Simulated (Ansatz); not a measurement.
**Run report: CH₇OPSi, geometry relaxation (part 3 of 3)**

The same run, continued: CH₇OPSi, SMILES C[SiH2]OP; RHF/def2-SVP (Ansatz 0.2.0). The run did not end well. It belongs to a series of runs on one base structure; here: end point B relaxed.

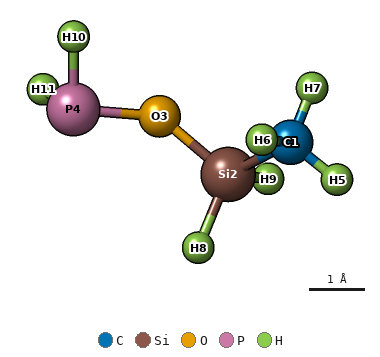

**Figure 1.** The geometry at step 33 of the log (ball-and-stick view, seen at a tilt; atoms are numbered from 1 in the order of the input).

Trajectory as extended XYZ, continued
```
11
Properties=species:S:1:pos:R:3:forces:R:3 step=25 energy=-20306.20747 accepted=F
C    -1.4009    1.1493   -0.0747    0.0091  -0.0040  -0.0051
Si   -0.2925   -0.2404    0.5215    0.0012   0.0125  -0.0214
O    -0.1526   -0.2098    2.1710    0.0335   0.0265   0.0634
P     0.7553    0.5634    3.3005   -0.0853  -0.1241   0.0924
H    -1.5144    1.1102   -1.1613   -0.0022   0.0018   0.0016
H    -0.9813    2.1248    0.1841   -0.0032  -0.0064  -0.0014
H    -2.3949    1.0771    0.3726    0.0023  -0.0027   0.0014
H     1.0566   -0.1107   -0.0825   -0.0048   0.0025  -0.0050
H    -0.8614   -1.5544    0.1572    0.0008  -0.0004  -0.0039
H    -0.2776    0.9303    4.2026    0.1185  -0.0480  -0.0573
H     1.1684   -0.5566    4.0714   -0.0698   0.1422  -0.0645
11
Properties=species:S:1:pos:R:3:forces:R:3 step=26 energy=-20306.20824
C    -1.3953    1.1509   -0.0724    0.0110   0.0011  -0.0024
Si   -0.2940   -0.2450    0.5214   -0.0075   0.0018  -0.0232
O    -0.1514   -0.2180    2.1713   -0.0081  -0.0069   0.0075
P     0.7366    0.5775    3.2981    0.0009  -0.0126   0.0255
H    -1.5111    1.1134   -1.1588   -0.0002  -0.0007   0.0016
H    -0.9694    2.1234    0.1862   -0.0032   0.0036  -0.0008
H    -2.3889    1.0843    0.3765   -0.0007  -0.0030   0.0029
H     1.0541   -0.1243   -0.0862   -0.0009   0.0060  -0.0001
H    -0.8724   -1.5543    0.1566    0.0017  -0.0079   0.0004
H    -0.2948    0.9010    4.2108    0.0247  -0.0055  -0.0047
H     1.1911   -0.5257    4.0588   -0.0178   0.0241  -0.0068
11
Properties=species:S:1:pos:R:3:forces:R:3 step=27 energy=-20306.20876
C    -1.4014    1.1488   -0.0751    0.0016  -0.0061  -0.0038
Si   -0.2918   -0.2393    0.5212    0.0070   0.0155  -0.0239
O    -0.1500   -0.2074    2.1707   -0.0070  -0.0063   0.0202
P     0.7578    0.5597    3.3013   -0.0158  -0.0322   0.0423
H    -1.5161    1.1090   -1.1616   -0.0008  -0.0003   0.0017
H    -0.9828    2.1246    0.1828   -0.0002   0.0008   0.0008
H    -2.3947    1.0754    0.3732   -0.0038   0.0001   0.0021
H     1.0558   -0.1082   -0.0853    0.0021   0.0003  -0.0015
H    -0.8598   -1.5536    0.1573   -0.0008  -0.0054  -0.0005
H    -0.2693    0.9303    4.2017    0.0311  -0.0007  -0.0159
H     1.1570   -0.5560    4.0761   -0.0135   0.0342  -0.0215
11
Properties=species:S:1:pos:R:3:forces:R:3 step=28 energy=-20306.20923
C    -1.4113    1.1451   -0.0791    0.0041  -0.0018  -0.0037
Si   -0.2866   -0.2291    0.5207    0.0028   0.0060  -0.0185
O    -0.1482   -0.1916    2.1700    0.0100   0.0104   0.0443
P     0.7881    0.5306    3.3079   -0.0549  -0.0709   0.0657
H    -1.5246    1.1019   -1.1656   -0.0005   0.0002   0.0015
H    -1.0040    2.1261    0.1775   -0.0017  -0.0004  -0.0004
H    -2.4041    1.0614    0.3685    0.0001  -0.0013   0.0022
H     1.0607   -0.0862   -0.0840    0.0003   0.0044  -0.0005
H    -0.8408   -1.5498    0.1580    0.0011  -0.0040  -0.0026
H    -0.2301    0.9767    4.1878    0.0712  -0.0286  -0.0405
H     1.1055   -0.6019    4.1004   -0.0325   0.0861  -0.0475
11
Properties=species:S:1:pos:R:3:forces:R:3 step=29 energy=-20306.20960
C    -1.4130    1.1442   -0.0793    0.0070   0.0027   0.0013
Si   -0.2852   -0.2272    0.5211   -0.0055  -0.0006  -0.0226
O    -0.1483   -0.1906    2.1707    0.0034   0.0057   0.0232
P     0.7935    0.5242    3.3081   -0.0446  -0.0500   0.0579
H    -1.5261    1.1008   -1.1658    0.0009  -0.0012   0.0019
H    -1.0080    2.1261    0.1774   -0.0034   0.0017  -0.0013
H    -2.4058    1.0582    0.3682    0.0012  -0.0017   0.0022
H     1.0621   -0.0818   -0.0830    0.0005   0.0059   0.0026
H    -0.8375   -1.5482    0.1562    0.0039  -0.0067   0.0003
H    -0.2210    0.9857    4.1831    0.0600  -0.0210  -0.0304
H     1.0940   -0.6081    4.1055   -0.0233   0.0650  -0.0352
11
Properties=species:S:1:pos:R:3:forces:R:3 step=30 energy=-20306.21066
C    -1.4210    1.1411   -0.0796   -0.0049  -0.0066   0.0059
Si   -0.2823   -0.2211    0.5211    0.0079   0.0041  -0.0050
O    -0.1534   -0.1870    2.1722   -0.0031   0.0090   0.0025
P     0.8169    0.4926    3.3071   -0.0310  -0.0113   0.0288
H    -1.5322    1.0965   -1.1662   -0.0009   0.0007  -0.0005
H    -1.0263    2.1271    0.1778    0.0004  -0.0059   0.0004
H    -2.4134    1.0451    0.3668    0.0028   0.0009  -0.0023
H     1.0670   -0.0572   -0.0740   -0.0013   0.0002   0.0013
H    -0.8169   -1.5478    0.1487    0.0015   0.0045   0.0005
H    -0.1753    1.0331    4.1617    0.0478  -0.0318  -0.0227
H     1.0414   -0.6391    4.1267   -0.0192   0.0361  -0.0088
11
Properties=species:S:1:pos:R:3:forces:R:3 step=31 energy=-20306.21099
C    -1.4324    1.1362   -0.0804    0.0110   0.0025  -0.0003
Si   -0.2763   -0.2110    0.5203   -0.0195  -0.0203   0.0185
O    -0.1593   -0.1799    2.1731    0.0455   0.0443   0.0042
P     0.8480    0.4530    3.3049   -0.1282  -0.0898   0.1153
H    -1.5408    1.0910   -1.1673   -0.0019   0.0035  -0.0014
H    -1.0506    2.1266    0.1789   -0.0046  -0.0030  -0.0017
H    -2.4246    1.0273    0.3639    0.0109  -0.0050  -0.0005
H     1.0760   -0.0291   -0.0629   -0.0097   0.0074  -0.0021
H    -0.7927   -1.5427    0.1391    0.0075   0.0025  -0.0026
H    -0.1130    1.0869    4.1356    0.0921  -0.0460  -0.0623
H     0.9701   -0.6749    4.1572   -0.0031   0.1038  -0.0670
11
Properties=species:S:1:pos:R:3:forces:R:3 step=32 energy=-20306.21159
C    -1.4310    1.1364   -0.0814   -0.0078  -0.0063   0.0079
Si   -0.2782   -0.2127    0.5210    0.0032   0.0036  -0.0037
O    -0.1594   -0.1796    2.1735    0.0270   0.0309   0.0124
P     0.8452    0.4548    3.3063   -0.0609  -0.0518   0.0473
H    -1.5386    1.0930   -1.1684    0.0011  -0.0009   0.0011
H    -1.0492    2.1264    0.1797   -0.0006  -0.0048   0.0006
H    -2.4233    1.0270    0.3620    0.0005   0.0032  -0.0025
H     1.0721   -0.0289   -0.0656    0.0010  -0.0034   0.0047
H    -0.7939   -1.5446    0.1400    0.0019   0.0023   0.0028
H    -0.1138    1.0823    4.1391    0.0384  -0.0189  -0.0335
H     0.9745   -0.6708    4.1559   -0.0037   0.0460  -0.0372
11
Properties=species:S:1:pos:R:3:forces:R:3 step=33 energy=-20306.21260
C    -1.4397    1.1329   -0.0926    0.0031  -0.0055   0.0151
Si   -0.2768   -0.2002    0.5252   -0.0024   0.0085  -0.0206
O    -0.1654   -0.1456    2.1763    0.0049   0.0112   0.0239
P     0.8624    0.4319    3.3170   -0.0105  -0.0021  -0.0063
H    -1.5419    1.0816   -1.1795   -0.0008  -0.0009  -0.0090
H    -1.0676    2.1275    0.1647   -0.0020   0.0005  -0.0016
H    -2.4328    1.0176    0.3474   -0.0002   0.0003  -0.0013
H     1.0750   -0.0126   -0.0568    0.0000   0.0000   0.0002
H    -0.7802   -1.5396    0.1538    0.0027  -0.0025   0.0028
H    -0.0689    1.0934    4.1516    0.0070  -0.0032  -0.0079
H     0.9404   -0.7037    4.1551   -0.0018  -0.0062   0.0048
11
Properties=species:S:1:pos:R:3:forces:R:3 step=34 energy=-20306.20621 accepted=F
C    -1.4728    1.1200   -0.1344    0.0304  -0.0109   0.0396
Si   -0.2721   -0.1525    0.5406   -0.0048   0.0312  -0.0029
O    -0.1870   -0.0208    2.1881    0.3339   0.0994   0.3388
P     0.9324    0.3386    3.3552   -0.5374  -0.2427  -0.1068
H    -1.5575    1.0370   -1.2209    0.0048  -0.0002  -0.0014
H    -1.1390    2.1334    0.1049   -0.0119  -0.0322  -0.0160
H    -2.4675    0.9811    0.2953    0.0057  -0.0005  -0.0027
H     1.0827    0.0578   -0.0273   -0.0023  -0.0010  -0.0152
H    -0.7219   -1.5227    0.2034    0.0052   0.0267   0.0091
H     0.1080    1.1430    4.1928    0.1677  -0.1775  -0.0959
H     0.7993   -0.8317    4.1645    0.0087   0.3078  -0.1469
11
Properties=species:S:1:pos:R:3:forces:R:3 step=35 energy=-20306.21217 accepted=F
C    -1.4413    1.1324   -0.0918   -0.0328   0.0309  -0.1942
Si   -0.2768   -0.1949    0.5248    0.0210  -0.1004   0.0418
O    -0.1665   -0.1423    2.1770    0.0064   0.0215  -0.0034
P     0.8658    0.4256    3.3177   -0.0047   0.0024  -0.0009
H    -1.5420    1.0784   -1.1836    0.0103   0.0096   0.1595
H    -1.0721    2.1286    0.1625    0.0017   0.0055   0.0014
H    -2.4348    1.0165    0.3460   -0.0107  -0.0069   0.0059
H     1.0753   -0.0092   -0.0563    0.0033   0.0156  -0.0041
H    -0.7754   -1.5390    0.1586    0.0017   0.0279  -0.0095
H    -0.0600    1.0966    4.1503    0.0060   0.0021  -0.0004
H     0.9322   -0.7096    4.1572   -0.0022  -0.0082   0.0039
11
Properties=species:S:1:pos:R:3:forces:R:3 step=36 energy=-20306.21269
C    -1.4405    1.1326   -0.0934    0.0026  -0.0048   0.0134
Si   -0.2766   -0.1990    0.5255   -0.0023   0.0075  -0.0183
O    -0.1659   -0.1431    2.1767    0.0034   0.0099   0.0198
P     0.8642    0.4292    3.3177   -0.0084  -0.0018  -0.0042
H    -1.5424    1.0806   -1.1803   -0.0006  -0.0010  -0.0079
H    -1.0694    2.1276    0.1635   -0.0019   0.0003  -0.0015
H    -2.4336    1.0166    0.3464   -0.0002   0.0001  -0.0012
H     1.0753   -0.0107   -0.0561    0.0002   0.0002   0.0002
H    -0.7785   -1.5391    0.1546    0.0026  -0.0022   0.0026
H    -0.0643    1.0953    4.1518    0.0067  -0.0027  -0.0070
H     0.9363   -0.7067    4.1559   -0.0021  -0.0056   0.0041
11
Properties=species:S:1:pos:R:3:forces:R:3 step=37 energy=-20306.21340
C    -1.4564    1.1261   -0.1083    0.0013   0.0049  -0.0082
Si   -0.2726   -0.1777    0.5297   -0.0031  -0.0017   0.0334
O    -0.1765   -0.0968    2.1818    0.0914   0.0428   0.0640
P     0.8985    0.3790    3.3310   -0.1524  -0.0868   0.0059
H    -1.5522    1.0613   -1.1954    0.0005   0.0003   0.0068
H    -1.1039    2.1302    0.1405   -0.0033  -0.0089  -0.0024
H    -2.4494    0.9975    0.3280    0.0033  -0.0025  -0.0003
H     1.0810    0.0265   -0.0425   -0.0008   0.0020  -0.0030
H    -0.7474   -1.5313    0.1688    0.0034   0.0064  -0.0015
H     0.0252    1.1314    4.1565    0.0627  -0.0506  -0.0384
H     0.8583   -0.7629    4.1721   -0.0032   0.0943  -0.0562
11
Properties=species:S:1:pos:R:3:forces:R:3 step=38 energy=-20306.21421
C    -1.4590    1.1249   -0.1119    0.0051   0.0019   0.0090
Si   -0.2717   -0.1726    0.5331   -0.0085  -0.0033  -0.0071
O    -0.1770   -0.0845    2.1842    0.0199   0.0151  -0.0095
P     0.9030    0.3698    3.3323   -0.0704  -0.0471   0.0569
H    -1.5525    1.0566   -1.1989    0.0023  -0.0021   0.0019
H    -1.1109    2.1309    0.1351   -0.0042  -0.0067  -0.0033
H    -2.4523    0.9935    0.3229    0.0013  -0.0005  -0.0006
H     1.0815    0.0328   -0.0396   -0.0005   0.0027   0.0019
H    -0.7424   -1.5285    0.1753    0.0033   0.0044   0.0026
H     0.0425    1.1320    4.1597    0.0448  -0.0246  -0.0199
H     0.8434   -0.7716    4.1700    0.0069   0.0605  -0.0320
11
Properties=species:S:1:pos:R:3:forces:R:3 step=39 energy=-20306.21524
C    -1.4691    1.1206   -0.1240    0.0081  -0.0037   0.0171
Si   -0.2694   -0.1565    0.5383   -0.0106   0.0022  -0.0268
O    -0.1828   -0.0461    2.1878    0.0248   0.0184   0.0334
P     0.9198    0.3354    3.3415   -0.0551  -0.0328   0.0306
H    -1.5559    1.0414   -1.2107    0.0017  -0.0008  -0.0015
H    -1.1350    2.1328    0.1166   -0.0036  -0.0083  -0.0045
H    -2.4629    0.9800    0.3069    0.0017   0.0004  -0.0010
H     1.0844    0.0574   -0.0302   -0.0026   0.0000  -0.0002
H    -0.7236   -1.5213    0.1914    0.0053   0.0049   0.0014
H     0.1063    1.1443    4.1715    0.0316  -0.0330  -0.0213
H     0.7926   -0.8047    4.1730   -0.0014   0.0527  -0.0273
11
Properties=species:S:1:pos:R:3:forces:R:3 step=40 energy=-20306.20621 accepted=F
C    -1.4990    1.1073   -0.1596    0.0302  -0.0074   0.0207
Si   -0.2612   -0.1062    0.5546   -0.0293   0.0153  -0.0132
O    -0.1959    0.0768    2.1989    0.3770   0.0538   0.3595
P     0.9690    0.2320    3.3684   -0.6223  -0.1238  -0.0333
H    -1.5676    0.9920   -1.2451    0.0058   0.0106   0.0224
H    -1.2061    2.1385    0.0574   -0.0108  -0.0521  -0.0168
H    -2.4933    0.9413    0.2618    0.0172   0.0012  -0.0002
H     1.0927    0.1304   -0.0054   -0.0114  -0.0038  -0.0174
H    -0.6652   -1.4986    0.2447    0.0134   0.0337   0.0041
H     0.2970    1.1704    4.2093    0.1639  -0.2710  -0.1536
H     0.6340   -0.9006    4.1773    0.0663   0.3434  -0.1722
```

The run was set up as follows.

Input file
```yaml
crystal:
  periodic: [false, false, false]
  atoms:
    - { symbol: C, position_ang: [-1.2365, 1.13, -0.0517] }
    - { symbol: Si, position_ang: [-0.4013, -0.2632, 0.6953] }
    - { symbol: O, position_ang: [-0.58719, -0.32154, 2.32164] }
    - { symbol: P, position_ang: [0.29384, 0.72626, 3.22141] }
    - { symbol: H, position_ang: [-1.1994, 1.1598, -1.1722] }
    - { symbol: H, position_ang: [-0.8776, 2.1404, 0.2951] }
    - { symbol: H, position_ang: [-2.3231, 1.1551, 0.1914] }
    - { symbol: H, position_ang: [1.02056, -0.24858, 0.37864] }
    - { symbol: H, position_ang: [-0.98797, -1.54659, 0.11378] }
    - { symbol: H, position_ang: [-0.10533, 0.38641, 4.46208] }
    - { symbol: H, position_ang: [1.50855, -0.03477, 3.2068] }
basis:
  gaussian: { orbitals: def2-SVP }
hamiltonian:
  xc: hf
relax:
  f_tol: 0.015
  max_steps: 40
output:
  orbitals: {}
```

Launch command:
```bash
ansatz run input.yaml --threads 1 --pin off --max-ram 2048MiB --backend cpu --events-out ev --progress --plain --runs-dir out
```

Outcome

```json
{"quantity": "outcome", "value": "not converged"}
{"quantity": "hardware", "value": "1 thread of an x86-64 CPU, shared host"}
{"quantity": "wall time", "value": "72 s"}
{"quantity": "peak memory", "value": "0.2 GiB"}
```

Diagnosis

The run did not converge: “geometry relaxation did not converge after 40 steps: max|allowed force component| = 5.51e-2 eV/Å (threshold 1.5e-2). Raise `relax.max_steps` over both its present limit and 40, loosen `relax.f_tol`, or start from a geometry closer to equilibrium …” Its last values are not results.
